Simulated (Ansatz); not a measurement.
**Run report: Ti₂O₂, single-point calculation**

The run: single-point calculation of Ti₂O₂. Method and program: RHF/cc-pVDZ (Ansatz 0.2.0).

Some settings of this run were made unusual or wrong on purpose. The geometry comes from this level: PBE-D4/def2-SVP.

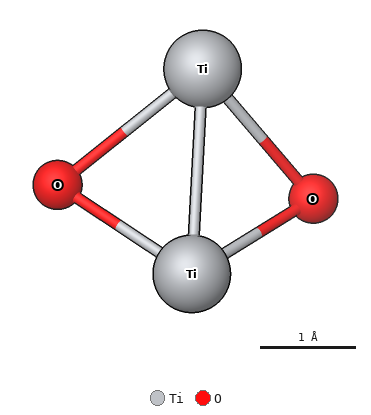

*The input geometry (ball-and-stick view, seen on its broad side). Sticks mark near contacts.*

Bond lengths as drawn: O–Ti 1.82 to 1.98 Å and Ti–Ti 2.19 Å.

Input file:
```yaml
crystal:
  periodic: [false, false, false]
  atoms:
    - {symbol: Ti, position_ang: [1.080184, -0.123624, 0.430545]}
    - {symbol: Ti, position_ang: [-1.095809, 0.079545, 0.359510]}
    - {symbol: O, position_ang: [0.003525, 1.365703, -0.306931]}
    - {symbol: O, position_ang: [-0.195626, -1.346775, -0.312656]}
basis:
  gaussian: {orbitals: cc-pVDZ}
hamiltonian: {xc: {name: HF}}
correlation: {active_space: {window: {electrons: 2, orbitals: 1}}}
output: {forces: true}
```

Launched with:
```bash
ansatz run in.yaml --threads 4 --pin off --events-out ev --progress --plain --max-ram 3916MiB
```

Output:
```
Functional definition: HF
  name "HF"
  cite "Fock, Z. Phys. 61, 126 (1930) doi:10.1007/BF01340294"
  parent pbe
  exchange = exact_x
  correlation = 0
1163 factors; integrals over basis functions are off by at most 2.7e-4 eV
mean field evaluation 1: about -50235.0295 eV, gradient 7.1e1 eV
mean field evaluation 2: about -50235.1038 eV, gradient 7.1e1 eV
mean field evaluation 4: about -50245.9471 eV, gradient 9.9e0 eV
mean field evaluation 8: about -50246.4124 eV, gradient 1.8e0 eV
mean field evaluation 16: about -50247.0237 eV, gradient 4.5e0 eV
mean field evaluation 32: about -50247.1414 eV, gradient 1.7e0 eV
mean field evaluation 64: about -50247.1324 eV, gradient 1.2e0 eV
mean field evaluation 96: about -50246.3216 eV, gradient 1.2e0 eV
mean field evaluation 128: about -50246.5109 eV, gradient 1.6e0 eV
mean field evaluation 160: about -50246.7725 eV, gradient 8.5e-1 eV
mean field -50247.21085982 eV, -1846.5509403157 hartree, gradient 3.8e-6 eV, S^2 0.000000; 10 other end points of the search recorded, 0 dependent functions left out
reference -50247.21085982 eV, -1846.5509403157 hartree; 30, 30 occupied and 84, 84 virtual orbitals, 1163 factors
state -50247.21085982 eV, -1846.5509403156 hartree
the calculation of the forces begins
Total energy: -50247.21085982 eV, -1846.5509403156 hartree
Atom 0 at     1.080184    -0.123624     0.430545 Å, force     2.010559     0.284371    -0.916395 eV/Å
Atom 1 at    -1.095809     0.079545     0.359510 Å, force    -1.545843     0.513456    -1.493111 eV/Å
Atom 2 at     0.003525     1.365703    -0.306931 Å, force    -0.216438    -1.171631     1.401047 eV/Å
Atom 3 at    -0.195626    -1.346775    -0.312656 Å, force    -0.248278     0.373804     1.008459 eV/Å
Dipole moment:     0.400164    -0.087402     0.683529 e Å
```

What the run reported:

```tsv
quantity	value
outcome	converged
total energy	−50247.2109 eV
SCF solution under orbital rotations	stable
largest force (length of the vector)	2.228 eV/Å
dipole moment	3.83 D
hardware	4 threads of Arm Neoverse V1, 95 GiB of memory available, shared host
wall time	26 s (CPU time 96 s)
peak memory	0.31 GiB
```

What went wrong:

A setting was made wrong on purpose: the active space doesn't fit the electrons and spin. The program still converged, but the numbers can't be taken as results for the intended system.
